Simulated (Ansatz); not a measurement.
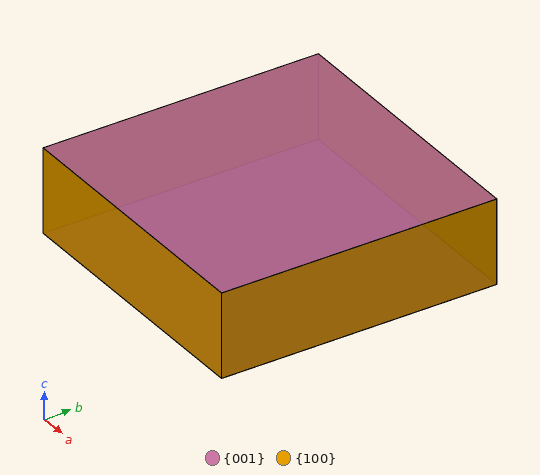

Ge2Sb3O, space group P4/mmm (No. 123), a = 3.365 Å, b = 3.365 Å, c = 10.975 Å, α = 90.00°, β = 90.00°, γ = 90.00°. BFDH (Bravais–Friedel–Donnay–Harker) growth shape, computed from the cell and space group alone: each face lies at a distance from the centre proportional to 1/d(hkl), with d taken for the first order that the space group does not extinguish. It ignores bonding, solvent and kinetics. Origin: the end point of a relaxation with DFT PBE, scalar-relativistic, plane waves, PAW in Ansatz 0.2.0; the starting structure was generated, so it need not be a known form of this composition. Forms under 0.4 % of the area are left out.

How many faces does the whole crystal have, by form?

Answer. 6 faces: 2 of {001} and 4 of {100}.

Which form makes up most of the surface, and how much?

Answer. {001}, with 2 faces and about 62 % of the area; its spacing is d = 10.975 Å.
